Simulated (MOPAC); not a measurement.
Run report: CH4ClGeO, geometry relaxation (part 2 of 2)

Continued. System: CH4ClGeO, multiplicity 2, SMILES [CH3][Ge]([OH])[Cl]. Method: PM3, unrestricted (MOPAC 23.2.5). The atoms were displaced at random from an optimised geometry.

Geometry of the input (Å):
```
C  0.0803  1.2256  -0.0566
Ge -0.6663  -0.5482  0.2528
O  0.7039  -1.5089  0.8826
Cl -1.2562  -1.4344  -1.6238
H  0.4217  1.6410  0.8980
H  0.9110  1.1327  -0.7354
H  -0.6920  1.8753  -0.4792
H  0.5802  -2.4783  0.8034
```

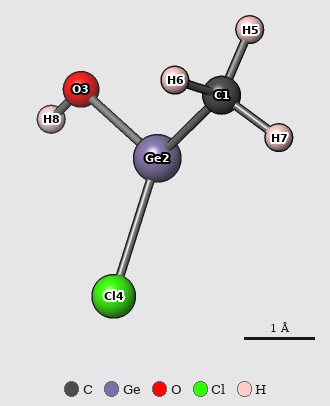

The geometry at step 45 of the log (ball-and-stick view, seen at a tilt; atoms are numbered from 1 in the order of the input).

**Output, continued**
```
     1       C          0.01604696  *   1.28707683  *  -0.02045764  *
     2      Ge         -0.47173408  *  -0.56251858  *   0.09831875  *
     3       O          0.62452099  *  -1.59267171  *   1.03199039  *
     4      Cl         -1.35883738  *  -1.44421944  *  -1.61068197  *
     5       H          0.45378191  *   1.61997996  *   0.92381261  *
     6       H          0.74921733  *   1.44867967  *  -0.81405771  *
     7       H         -0.86163887  *   1.90175744  *  -0.23247459  *
     8       H          0.37544388  *  -2.49834180  *   1.12219872  *

                             CARTESIAN COORDINATES

   1    C        0.016046962     1.287076834    -0.020457641
   2   Ge       -0.471734085    -0.562518580     0.098318749
   3    O        0.624520995    -1.592671715     1.031990387
   4   Cl       -1.358837384    -1.444219437    -1.610681970
   5    H        0.453781914     1.619979962     0.923812612
   6    H        0.749217334     1.448679668    -0.814057712
   7    H       -0.861638865     1.901757438    -0.232474590
   8    H        0.375443876    -2.498341796     1.122198720

           Empirical Formula: C H4 O Ge Cl  =     8 atoms

      MOLECULAR POINT GROUP   :   C1

          ALPHA EIGENVALUES
 -54.92666 -35.90002 -29.11205 -17.16356 -14.66847 -14.52915 -14.17250 -13.23132
 -12.87769 -11.87186 -11.26078 -10.80441  -9.03986  -0.68035   0.08969   1.34348
   4.09566   4.17231   4.20003   4.95032

           BETA EIGENVALUES
 -54.85270 -35.85747 -29.14604 -17.12289 -14.51296 -14.14737 -14.02930 -12.85961
 -12.42530 -11.78126 -10.96100 -10.80344  -1.87766  -0.32858   0.33774   1.52808
   4.08577   4.17696   4.18941   4.98134

              NET ATOMIC CHARGES AND DIPOLE CONTRIBUTIONS

  ATOM NO.   TYPE          CHARGE      No. of ELECS.   s-Pop       p-Pop
    1          C          -0.241594        4.2416     1.16259     3.07900
    2         Ge           0.551795        3.4482     0.81551     2.63270
    3          O          -0.459547        6.4595     1.77085     4.68870
    4         Cl          -0.261234        7.2612     1.97492     5.28631
    5          H           0.067247        0.9328     0.93275
    6          H           0.064418        0.9356     0.93558
    7          H           0.064117        0.9359     0.93588
    8          H           0.214797        0.7852     0.78520
 DIPOLE           X         Y         Z       TOTAL
 POINT-CHG.    -0.442     1.323     1.160     1.814
 HYBRID         0.529    -0.486    -0.068     0.721
 SUM            0.087     0.837     1.092     1.379

          ATOMIC ORBITAL ELECTRON POPULATIONS

     Atom    s        px        py        pz
    1  C   1.16259   1.03157   1.01073   1.03670
    2 Ge   0.81551   0.94845   0.87518   0.80906
    3  O   1.77085   1.64022   1.27814   1.77034
    4 Cl   1.97492   1.84369   1.86234   1.58029
    5  H   0.93275
    6  H   0.93558
    7  H   0.93588
    8  H   0.78520

                    (SZ)    =    0.500000
                    (S**2)  =    0.756833

          ATOMIC ORBITAL SPIN POPULATIONS

    Atom   Total    s     px     py     pz
         Atomic
    1  C -0.0724 -0.009 -0.011 -0.044 -0.008
    2 Ge  0.9373  0.114  0.513  0.049  0.262
    3  O  0.0733  0.001  0.036 -0.000  0.036
    4 Cl  0.0229  0.001  0.024 -0.007  0.005
    5  H  0.0052  0.005
    6  H  0.0229  0.023
    7  H  0.0113  0.011
    8  H -0.0005 -0.001

          BONDING CONTRIBUTION OF EACH ALPHA M.O.

  0.0682  0.4645  0.9329  0.9023  0.5501  0.7753  0.9121  0.3695  0.8658  0.6398
  0.0941  0.1493  0.0713 -0.9488 -1.0030 -0.9214 -0.9988 -0.9904 -0.9831 -0.9498

          BONDING CONTRIBUTION OF EACH BETA  M.O.

  0.0715  0.4686  0.9394  0.9112  0.8110  0.8498  0.9105  0.7868  0.5507  0.6351
  0.1377  0.1578 -0.5563 -0.9119 -0.9693 -0.8987 -0.9909 -0.9809 -0.9746 -0.9474

            (VALENCIES)   BOND ORDERS

     1  C     (3.967)     2 Ge 1.010     7  H 1.000     5  H 0.999     6  H 0.998     4 Cl 0.016     8  H 0.010

     2 Ge     (3.759)     1  C 1.010     3  O 0.989     4 Cl 0.943

     3  O     (2.044)     2 Ge 0.989     8  H 0.955     4 Cl 0.044

     4 Cl     (1.045)     2 Ge 0.943     3  O 0.044     1  C 0.016

     5  H     (0.995)     1  C 0.999

     6  H     (0.996)     1  C 0.998

     7  H     (0.996)     1  C 1.000

     8  H     (0.954)     3  O 0.955     1  C 0.010

 *                    *
 * JOB ENDED NORMALLY *
 *                    *

 TOTAL JOB TIME:             0.22 SECONDS

 == MOPAC DONE ==
```

**Trajectory as extended XYZ (Å, eV, eV/Å), 13 of the 91 frames kept, from step=0 to step=90**
```
8
Properties=species:S:1:pos:R:3:forces:R:3 step=0 energy=-3.93956
C     0.0803    1.2256   -0.0566   -0.8771  -0.0356   0.5823
Ge   -0.6663   -0.5482    0.2528    0.8924   0.0259  -0.2832
O     0.7039   -1.5089    0.8826   -0.7004  -1.8034  -0.1509
Cl   -1.2562   -1.4344   -1.6238   -0.1753  -0.0033   0.0754
H     0.4217    1.6410    0.8980   -0.0104   0.0020  -0.1835
H     0.9110    1.1327   -0.7354    0.3667   0.0642  -0.3056
H    -0.6920    1.8753   -0.4792    0.2002   0.0195   0.0172
H     0.5802   -2.4783    0.8034    0.3039   1.7308   0.2483
8
Properties=species:S:1:pos:R:3:forces:R:3 step=8 energy=-4.08436
C     0.0288    1.2680   -0.0212    0.2027  -0.0160  -0.0405
Ge   -0.5353   -0.5660    0.1424    0.0712   0.0609   0.0310
O     0.6468   -1.5562    1.0214   -0.0424   0.0137  -0.0562
Cl   -1.3562   -1.4401   -1.6214    0.0116   0.0170   0.0680
H     0.3637    1.6691    0.9409   -0.0365  -0.1277  -0.0481
H     0.8762    1.2819   -0.7153    0.0226   0.1337   0.0453
H    -0.7342    1.9398   -0.4141   -0.1440  -0.1459   0.0007
H     0.6021   -2.4935    0.9217   -0.0853   0.0642  -0.0002
8
Properties=species:S:1:pos:R:3:forces:R:3 step=15 energy=-4.10529
C     0.0277    1.2791   -0.0155    0.0651   0.0035  -0.0006
Ge   -0.4765   -0.5671    0.0913   -0.0004   0.0256  -0.0025
O     0.6138   -1.5644    1.0647    0.0353  -0.0419  -0.0287
Cl   -1.3925   -1.4457   -1.6027    0.0239   0.0015   0.0199
H     0.3277    1.6379    0.9734   -0.0516   0.0104  -0.0204
H     0.8809    1.4072   -0.6883   -0.0619   0.0097  -0.0053
H    -0.8018    1.8885   -0.3792    0.0239   0.0103   0.0125
H     0.5524   -2.4992    0.9576   -0.0344  -0.0191   0.0252
8
Properties=species:S:1:pos:R:3:forces:R:3 step=22 energy=-4.11252
C     0.0149    1.2929   -0.0240    0.0190  -0.0042   0.0179
Ge   -0.4649   -0.5586    0.1029   -0.0103   0.0125  -0.0158
O     0.6290   -1.6051    1.0208    0.0121  -0.0081  -0.0033
Cl   -1.3765   -1.4442   -1.5905   -0.0101   0.0014  -0.0152
H     0.3007    1.6748    0.9593   -0.0034  -0.0057   0.0028
H     0.8604    1.4332   -0.7020   -0.0114  -0.0076  -0.0010
H    -0.8258    1.8841   -0.3940    0.0011  -0.0118  -0.0013
H     0.4139   -2.5242    1.0345    0.0029   0.0234   0.0160
8
Properties=species:S:1:pos:R:3:forces:R:3 step=30 energy=-4.11356
C     0.0150    1.2865   -0.0206   -0.0013   0.0007   0.0027
Ge   -0.4670   -0.5643    0.1008   -0.0038   0.0011  -0.0006
O     0.6444   -1.5970    1.0134    0.0001   0.0003  -0.0013
Cl   -1.3809   -1.4375   -1.5984    0.0005  -0.0035  -0.0003
H     0.3007    1.6646    0.9641    0.0012  -0.0010   0.0007
H     0.8596    1.4265   -0.6992    0.0032   0.0016  -0.0021
H    -0.8255    1.8783   -0.3896   -0.0006   0.0020  -0.0001
H     0.3964   -2.5029    1.1045    0.0006  -0.0013   0.0011
8
Properties=species:S:1:pos:R:3:forces:R:3 step=38 energy=-4.11358
C     0.0161    1.2869   -0.0195    0.0000   0.0000  -0.0001
Ge   -0.4684   -0.5635    0.1005    0.0001   0.0001   0.0000
O     0.6444   -1.5960    1.0118   -0.0004  -0.0004   0.0003
Cl   -1.3804   -1.4398   -1.5983    0.0004   0.0000  -0.0002
H     0.3030    1.6628    0.9657    0.0008  -0.0001   0.0000
H     0.8608    1.4265   -0.6982   -0.0005   0.0001  -0.0001
H    -0.8234    1.8808   -0.3872   -0.0003   0.0000   0.0001
H     0.3967   -2.5018    1.1043    0.0000   0.0004  -0.0001
8
Properties=species:S:1:pos:R:3:forces:R:3 step=45 energy=-4.11360
C     0.0160    1.2871   -0.0196   -0.0003  -0.0033  -0.0007
Ge   -0.4693   -0.5631    0.1009    0.0003  -0.0017  -0.0002
O     0.6426   -1.5965    1.0123    0.0016   0.0094   0.0011
Cl   -1.3769   -1.4405   -1.5998   -0.0005   0.0009  -0.0005
H     0.3226    1.6582    0.9613    0.0016   0.0000   0.0040
H     0.8473    1.4287   -0.7141    0.0026   0.0006  -0.0029
H    -0.8296    1.8839   -0.3682   -0.0036   0.0022  -0.0011
H     0.3913   -2.5007    1.1093   -0.0016  -0.0081   0.0002
8
Properties=species:S:1:pos:R:3:forces:R:3 step=52 energy=-4.11362
C     0.0159    1.2869   -0.0197   -0.0036  -0.0088   0.0009
Ge   -0.4691   -0.5634    0.1001   -0.0006  -0.0007  -0.0002
O     0.6405   -1.5956    1.0156   -0.0001   0.0005   0.0012
Cl   -1.3755   -1.4406   -1.6012    0.0002  -0.0002  -0.0003
H     0.3371    1.6532    0.9581    0.0047   0.0034   0.0126
H     0.8367    1.4313   -0.7256    0.0101   0.0004  -0.0095
H    -0.8341    1.8858   -0.3528   -0.0108   0.0059  -0.0039
H     0.3900   -2.5003    1.1116    0.0001  -0.0004  -0.0007
8
Properties=species:S:1:pos:R:3:forces:R:3 step=60 energy=-4.11339
C     0.0169    1.2874   -0.0205    0.0191   0.0533  -0.0100
Ge   -0.4722   -0.5618    0.0989    0.0041   0.0024   0.0002
O     0.6231   -1.5917    1.0342   -0.0108  -0.0326  -0.0046
Cl   -1.3602   -1.4452   -1.6093    0.0014   0.0020   0.0018
H     0.4454    1.6236    0.9292   -0.0309  -0.0176  -0.0697
H     0.7603    1.4453   -0.8084   -0.0571  -0.0037   0.0629
H    -0.8602    1.9019   -0.2449    0.0659  -0.0358   0.0162
H     0.3864   -2.5033    1.1023    0.0084   0.0321   0.0031
8
Properties=species:S:1:pos:R:3:forces:R:3 step=68 energy=-4.11372
C     0.0160    1.2866   -0.0202    0.0012  -0.0014  -0.0031
Ge   -0.4718   -0.5630    0.0984    0.0007   0.0007   0.0013
O     0.6273   -1.5922    1.0299   -0.0057  -0.0091  -0.0005
Cl   -1.3609   -1.4435   -1.6100    0.0002  -0.0009   0.0000
H     0.4409    1.6225    0.9288    0.0019   0.0025   0.0019
H     0.7598    1.4456   -0.8044    0.0004   0.0011   0.0005
H    -0.8587    1.9004   -0.2461   -0.0024   0.0003   0.0003
H     0.3767   -2.4973    1.1237    0.0038   0.0069  -0.0004
8
Properties=species:S:1:pos:R:3:forces:R:3 step=75 energy=-4.11373
C     0.0161    1.2871   -0.0205    0.0001  -0.0003  -0.0004
Ge   -0.4718   -0.5625    0.0982    0.0001   0.0001   0.0001
O     0.6240   -1.5925    1.0325   -0.0005  -0.0009  -0.0001
Cl   -1.3583   -1.4443   -1.6110    0.0001  -0.0001   0.0000
H     0.4574    1.6188    0.9225    0.0002   0.0003   0.0004
H     0.7463    1.4493   -0.8167    0.0001   0.0001   0.0000
H    -0.8622    1.9022   -0.2285   -0.0004   0.0002  -0.0001
H     0.3750   -2.4982    1.1226    0.0003   0.0007   0.0000
8
Properties=species:S:1:pos:R:3:forces:R:3 step=82 energy=-4.11373
C     0.0160    1.2872   -0.0205   -0.0002  -0.0003   0.0004
Ge   -0.4718   -0.5624    0.0982    0.0000   0.0001  -0.0002
O     0.6236   -1.5927    1.0328    0.0005   0.0010   0.0001
Cl   -1.3579   -1.4444   -1.6111    0.0000   0.0001  -0.0001
H     0.4601    1.6183    0.9214    0.0002  -0.0002   0.0000
H     0.7440    1.4500   -0.8187    0.0001  -0.0001  -0.0005
H    -0.8629    1.9025   -0.2257   -0.0002   0.0002   0.0001
H     0.3743   -2.4983    1.1229   -0.0004  -0.0008   0.0000
8
Properties=species:S:1:pos:R:3:forces:R:3 step=90 energy=-4.11373
C     0.0160    1.2871   -0.0205    0.0001   0.0000  -0.0002
Ge   -0.4717   -0.5625    0.0983    0.0000  -0.0001   0.0000
O     0.6245   -1.5927    1.0320   -0.0003  -0.0005   0.0000
Cl   -1.3588   -1.4442   -1.6107    0.0001   0.0000   0.0000
H     0.4538    1.6200    0.9238    0.0002   0.0001   0.0001
H     0.7492    1.4487   -0.8141   -0.0001   0.0001   0.0000
H    -0.8616    1.9018   -0.2325   -0.0001   0.0000   0.0001
H     0.3754   -2.4983    1.1222    0.0002   0.0004   0.0000
```

**Summary**

- outcome: converged
- total energy: −32.352580 hartree
- dispersion energy: 0.000000 hartree
- heat of formation: −94.86 kcal/mol
- basis functions: 20
- largest force: 0.001 eV/Å
- ⟨S²⟩: 0.757
- dipole moment: 1.38 D
- peak memory: 0.072 GiB

**Remarks**

MOPAC's energies along a path are heats of formation.
